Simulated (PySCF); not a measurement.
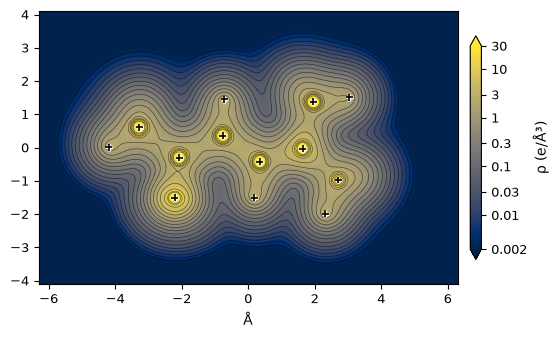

The electron density on a plane through atoms (crosses mark nuclei in the plane).

Computed with wB97X-D/pcSseg-1, SCF density, in a chloroform solvent model, non-relativistic in PySCF 2.14.0.

Candidates:
A. C8H8OS
B. C6H11NO (SMILES CC(=O)/C=C/N(C)C)

### Which system is this?

Candidate B: C6H11NO on the plane of atoms C4, C5 and H13, which holds C, O, N and H. C–O (1.22 Å): ρ at the midpoint is about 3.2 e/Å³. C–N (1.35 Å): ρ is about 2.3 e/Å³ halfway.
